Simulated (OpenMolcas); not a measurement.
# Hf³⁺ among point charges: CASSCF levels and susceptibility

Aim: the splitting of the states of Hf³⁺ in the field of 3 point charges, its lowest levels with spin-orbit coupling and its magnetic susceptibility.

Method: state-averaged CASSCF, spin-orbit coupling by RASSI with atomic mean-field integrals. Code: OpenMolcas 26.06.

1 further run of the same task is left out (it didn't finish).

**1. The atom as given**

- Species: Hf³⁺ (hafnium, Z = 72, 69 electrons)
- Basis: ANO-RCC-VDZP [7s6p4d2f1g], 68 functions
- Scalar Hamiltonian: DKH2, point nucleus
- Inactive shells: 1s 2s 2p 3s 3p 3d 4s 4p 4d 4f 5s 5p
- Active space: 1 electron in 5 orbitals (5d)
- Some configurations of this space: 5d
- Orbitals: optimised for each spin and parity, averaged over all roots

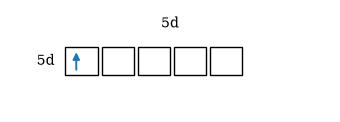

Outer shells as boxes.

The ion sits among 3 point charges of -3 e arranged as a planar triangle (D3h), 2.07 Å from the ion. The active orbitals were held to one l.

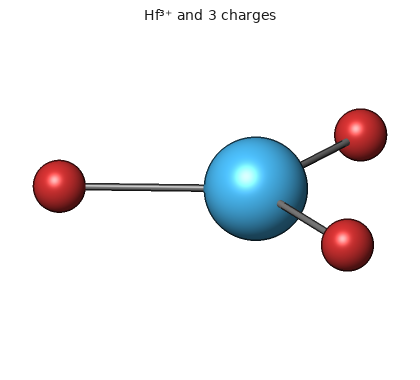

The ion and the point charges (red).

The work runs as a chain of OpenMolcas steps in one folder; each step below is one input file. Labels, J, g values, rates, χT and fits are worked out afterwards by a script from the matrices that RASSI stores.

**2. One- and two-electron integrals**

Input file a.inp:

```
&GATEWAY
Coord
1

Hf 0.0 0.0 0.0
Basis=ANO-RCC-VDZP
Group=NoSym
NoMove
AngMom=0.0 0.0 0.0
AMFI
XField
3 Angstrom 0
2.070000 0.000000 0.000000 -3.000000
-1.035000 1.792673 0.000000 -3.000000
-1.035000 -1.792673 0.000000 -3.000000
&SEWARD
```

Command:

```console
OMP_NUM_THREADS=1 MOLCAS_MEM=1689 MOLCAS_PROJECT=a pymolcas a.inp > a.log
```

**3. Reference wave functions, doublets, 5 roots**

Input file a.inp:

```
&RASSCF
FileOrb=start.orb
Symmetry=1
Spin=2
nActEl=1 0 0
Inactive=34
Ras2=5
CIRoot=5 5 1
SDav=5
CIMx=300
Iter=120 100
PrWF=0.3
OrbListing=Nothing
MaxOrb=0
SupSym
1
20 10 11 12 13 14 19 20 21 22 23 35 36 37 38 39 48 49 50 51 52
>>> COPY $Project.JobIph JOB001
```

start.orb holds the contracted functions of the basis, ordered by shell, or the orbitals of the step before.

**4. State interaction with spin-orbit coupling**

Input file a.inp:

```
&RASSI
NrOfJobIphs=1 5
1 2 3 4 5
IphNames
JOB001
EJob
SpinOrbit
DIPRint=1.0
SOCoupling=1000.0
Subsets=2
Property=9
'ANGMOM' 1 'ANGMOM' 2 'ANGMOM' 3 'MLTPL  1' 1 'MLTPL  1' 2 'MLTPL  1' 3
'AMFI' 1 'AMFI' 2 'AMFI' 3
SOProperty=3
'ANGMOM' 1 'ANGMOM' 2 'ANGMOM' 3
```

Q: Predict the outcome of this session. Wanted: spin-free ground state; first state of the same spin within the active space; lowest level; next level.

As calculated:

```
                                            quantity                              value
                                              method                             CASSCF
                              spin-free ground state     2E, 2-fold in its orbital part
first state of the same spin within the active space                   2A1 at 4290 cm⁻¹
                                        lowest level  2-fold E1/2, g = 0.20, 1.28, 1.28
                                          next level                        1977.4 cm⁻¹
                                         χT at 300 K                     0.13 cm³ K/mol
                           effective moment at 300 K                            1.01 μB
```

**Reading.** The spin-free ground state (2E) comes to 100 % from free-ion D terms and keeps the highest spin of the shell. χT at 300 K is 0.13, against 0.38 cm³ K/mol for the spin alone, so orbital moment lowers it. The field of point charges can differ much from that of real complexes. Point charges carry no covalency, so the field is a model and not that of real ligands.
